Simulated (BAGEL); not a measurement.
**Si2H5OF (SMILES F[SiH2]O[SiH3]) at HF/6-31G(d) (density fitting with qzvpp-jkfit, spherical functions)**

What is the vertical singlet–triplet gap of Si2H5OF at HF/6-31G* (density fitting with qzvpp-jkfit, spherical functions)? 

The results are computed with BAGEL 1.2.2.

1 further run of the same task is left out (set aside as unsound or not needed). Runs told in other sessions of the task aren't counted.

## Step 1: The structure to begin with

Si2H5OF has 9 atoms, charge 0, and is taken as a singlet. As SMILES, `F[SiH2]O[SiH3]`. The coordinates come from a PBE0-D4/def2-TZVP relaxation. This is one conformer, not always the lowest.

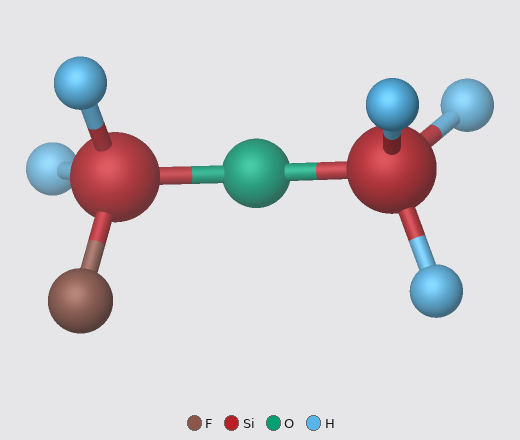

The structure, seen from a chosen angle (fluorine brown, silicon red, oxygen teal, hydrogen blue).

## Step 2: The energy at HF/6-31G(d) (density fitting with qzvpp-jkfit, spherical functions)

File calc.json:

```json
{ "bagel": [

{
  "title": "molecule",
  "basis": "6-31gs.json",
  "df_basis": "qzvpp-jkfit",
  "angstrom": true,
  "geometry": [
    { "atom": "F", "xyz": [      -1.694000,       1.210500,      -1.272300 ] },
    { "atom": "Si", "xyz": [      -0.171500,       1.320100,      -0.812600 ] },
    { "atom": "O", "xyz": [       0.351200,      -0.127900,      -0.321100 ] },
    { "atom": "Si", "xyz": [       0.285400,      -1.347000,       0.774900 ] },
    { "atom": "H", "xyz": [       0.623200,       1.737300,      -1.984500 ] },
    { "atom": "H", "xyz": [      -0.123700,       2.293600,       0.301100 ] },
    { "atom": "H", "xyz": [       1.618500,      -1.993000,       0.825600 ] },
    { "atom": "H", "xyz": [      -0.738800,      -2.335100,       0.357400 ] },
    { "atom": "H", "xyz": [      -0.061900,      -0.805000,       2.114200 ] }
  ]
},

{ "title": "hf" },

{ "title": "print", "file": "orbitals.molden", "orbitals": true }

]}
```

The basis set 6-31G* is read from a file made from the Basis Set Exchange's data (not shown).

Command:

```console
$ BAGEL_NUM_THREADS=1 BAGEL calc.json > calc.out
```

The program printed:

```text
* using 1 threads per process

  ===============================================================
  ===============================================================

  *** Geometry ***

  { "atom" : "F", "xyz" : [     -3.201196,      2.287513,     -2.404299 ] },
  { "atom" : "Si", "xyz" : [     -0.324088,      2.494627,     -1.535591 ] },
  { "atom" : "O", "xyz" : [      0.663672,     -0.241696,     -0.606791 ] },
  { "atom" : "Si", "xyz" : [      0.539328,     -2.545461,      1.464349 ] },
  { "atom" : "H", "xyz" : [      1.177677,      3.283021,     -3.750161 ] },
  { "atom" : "H", "xyz" : [     -0.233759,      4.334276,      0.568997 ] },
  { "atom" : "H", "xyz" : [      3.058522,     -3.766224,      1.560158 ] },
  { "atom" : "H", "xyz" : [     -1.396130,     -4.412699,      0.675388 ] },
  { "atom" : "H", "xyz" : [     -0.116974,     -1.521230,      3.995259 ] },

  Number of auxiliary basis functions:      500

  Since a DF basis is specified, we compute 2- and 3-index integrals:
    o Being stored without compression. Storage requirement is 0.022 GB

  Number of basis functions:       74
  Number of electrons      :       50

    * METHOD: MOLECULE                             0.18

  *** RHF ***

  === Nuclear Repulsion ===
   231.1779326507

      * DIIS with orbital gradients will be used.

  === RHF iteration (6-31gs.json) ===
      0       -754.94117636          0.02371972           0.05
      1       -755.09480049          0.01574554           0.04
      2       -755.18774769          0.00129229           0.04
      3       -755.18883318          0.00040067           0.04
      4       -755.18890235          0.00007693           0.04
      5       -755.18890605          0.00001224           0.04
      6       -755.18890619          0.00000305           0.04
      7       -755.18890620          0.00000077           0.04
      8       -755.18890620          0.00000023           0.04
      9       -755.18890620          0.00000008           0.04
     10       -755.18890620          0.00000002           0.04
     11       -755.18890620          0.00000001           0.04
    * SCF iteration converged.

    * Permanent dipole moment:
           (   -0.421204,     0.018582,    -0.348132) a.u.

    * METHOD: HF                                   0.64

    * METHOD: PRINT                                0.01

  ===============================================================
```

Wall time 1 s (1 thread of AMD EPYC 9R45 (Zen 5), shared host); peak memory 0.11 GiB.

## Step 3: The triplet

File input.json:

```json
{ "bagel" : [

{
  "title" : "molecule",
  "basis" : "6-31gs.json",
  "df_basis" : "qzvpp-jkfit",
  "angstrom" : true,
  "geometry" : [
    { "atom" : "F", "xyz" : [      -1.694000,       1.210500,      -1.272300 ] },
    { "atom" : "Si", "xyz" : [      -0.171500,       1.320100,      -0.812600 ] },
    { "atom" : "O", "xyz" : [       0.351200,      -0.127900,      -0.321100 ] },
    { "atom" : "Si", "xyz" : [       0.285400,      -1.347000,       0.774900 ] },
    { "atom" : "H", "xyz" : [       0.623200,       1.737300,      -1.984500 ] },
    { "atom" : "H", "xyz" : [      -0.123700,       2.293600,       0.301100 ] },
    { "atom" : "H", "xyz" : [       1.618500,      -1.993000,       0.825600 ] },
    { "atom" : "H", "xyz" : [      -0.738800,      -2.335100,       0.357400 ] },
    { "atom" : "H", "xyz" : [      -0.061900,      -0.805000,       2.114200 ] }
  ]
},

{
  "title" : "uhf",
  "nopen" : 2
},

{
  "title" : "print",
  "file" : "orbitals.molden",
  "orbitals" : true
}

]}
```

The basis set 6-31G* is read from a file made from the Basis Set Exchange's data (not shown).

Command:

```console
$ BAGEL_NUM_THREADS=1 BAGEL input.json > input.out
```

The program printed:

```text
* using 1 threads per process

  ===============================================================
  ===============================================================

  *** Geometry ***

  { "atom" : "F", "xyz" : [     -3.201196,      2.287513,     -2.404299 ] },
  { "atom" : "Si", "xyz" : [     -0.324088,      2.494627,     -1.535591 ] },
  { "atom" : "O", "xyz" : [      0.663672,     -0.241696,     -0.606791 ] },
  { "atom" : "Si", "xyz" : [      0.539328,     -2.545461,      1.464349 ] },
  { "atom" : "H", "xyz" : [      1.177677,      3.283021,     -3.750161 ] },
  { "atom" : "H", "xyz" : [     -0.233759,      4.334276,      0.568997 ] },
  { "atom" : "H", "xyz" : [      3.058522,     -3.766224,      1.560158 ] },
  { "atom" : "H", "xyz" : [     -1.396130,     -4.412699,      0.675388 ] },
  { "atom" : "H", "xyz" : [     -0.116974,     -1.521230,      3.995259 ] },

  Number of auxiliary basis functions:      500

  Since a DF basis is specified, we compute 2- and 3-index integrals:
    o Being stored without compression. Storage requirement is 0.022 GB

  Number of basis functions:       74
  Number of electrons      :       50

    * METHOD: MOLECULE                             0.19

  *** Open-shell HF ***

  === Nuclear Repulsion ===
   231.1779326507

      * DIIS with orbital gradients will be used.

  === UHF iteration (6-31gs.json) ===
      0       -754.51900053          0.04912231           0.09
      1       -754.64313413          0.04332131           0.09
      2       -754.71476864          0.03355561           0.09
      3       -754.84470627          0.00446344           0.09
      4       -754.85392731          0.00336179           0.08
      5       -754.86420322          0.00276511           0.08
      6       -754.87453204          0.00248781           0.08
      7       -754.87526866          0.00114120           0.08
      8       -754.87633989          0.00038899           0.09
      9       -754.87672788          0.00034484           0.09
     10       -754.87696159          0.00019611           0.08
     11       -754.87703070          0.00016997           0.09
     12       -754.87707453          0.00016161           0.09
     13       -754.87712462          0.00015609           0.09
     14       -754.87720246          0.00015164           0.08
     15       -754.87727494          0.00014720           0.09
     16       -754.87743591          0.00013866           0.09
     17       -754.87768045          0.00012587           0.09
     18       -754.87778876          0.00011354           0.08
     19       -754.87802105          0.00011860           0.09
     20       -754.87804867          0.00009193           0.09
     21       -754.87819811          0.00012653           0.08
     22       -754.87820871          0.00006624           0.08
     23       -754.87825374          0.00007894           0.09
     24       -754.87827393          0.00004189           0.09
     25       -754.87829635          0.00002986           0.09
     26       -754.87830642          0.00002256           0.09
     27       -754.87831421          0.00001917           0.09
     28       -754.87831758          0.00001311           0.08
     29       -754.87831961          0.00001067           0.08
     30       -754.87832127          0.00000799           0.08
     31       -754.87832193          0.00000651           0.08
     32       -754.87832233          0.00000533           0.08
     33       -754.87832269          0.00000434           0.08
     34       -754.87832293          0.00000345           0.08
     35       -754.87832305          0.00000288           0.08
     36       -754.87832314          0.00000242           0.08
     37       -754.87832321          0.00000203           0.08
     38       -754.87832327          0.00000169           0.08
     39       -754.87832329          0.00000151           0.08
     40       -754.87832332          0.00000121           0.08
     41       -754.87832334          0.00000099           0.08
     42       -754.87832335          0.00000081           0.08
     43       -754.87832336          0.00000070           0.08
     44       -754.87832336          0.00000062           0.08
     45       -754.87832336          0.00000054           0.08
     46       -754.87832336          0.00000046           0.08
     47       -754.87832337          0.00000042           0.08
     48       -754.87832337          0.00000034           0.09
     49       -754.87832337          0.00000023           0.08
     50       -754.87832337          0.00000020           0.09
     51       -754.87832337          0.00000013           0.08
     52       -754.87832337          0.00000008           0.08
     53       -754.87832337          0.00000006           0.08
     54       -754.87832337          0.00000005           0.08
     55       -754.87832337          0.00000004           0.08
     56       -754.87832337          0.00000003           0.08
     57       -754.87832337          0.00000003           0.08
     58       -754.87832337          0.00000003           0.08
     59       -754.87832337          0.00000003           0.08
     60       -754.87832337          0.00000002           0.08
     61       -754.87832337          0.00000002           0.08
     62       -754.87832337          0.00000001           0.08
     63       -754.87832337          0.00000001           0.09
    * SCF iteration converged.

    * S^2 (UHF) is 2.0118

    * Permanent dipole moment:
           (   -0.365912,    -1.246144,     0.601683) a.u.

    * METHOD: UHF                                  5.54

    * METHOD: PRINT                                0.01

  ===============================================================
```

Wall time 6 s (1 thread of AMD EPYC 9R45 (Zen 5), shared host); peak memory 0.11 GiB.

## Step 4: Outcome

At HF/6-31G* (density fitting with qzvpp-jkfit, spherical functions):

| quantity | value |
| --- | --- |
| singlet: total energy | -755.18891 Eh |
| singlet: dipole moment | 1.39 D |
| singlet: HOMO energy | -12.50 eV |
| singlet: LUMO energy | 3.63 eV |
| singlet: HOMO–LUMO gap | 16.13 eV |
| triplet: total energy | -754.87832 Eh |
| triplet: dipole moment | 3.64 D |
| triplet: ⟨S²⟩ | 2.012 |
| vertical energy of the triplet above the singlet | 8.451 eV |

What this shows: At this shape the triplet lies 8.45 eV (815 kJ/mol) above the singlet.
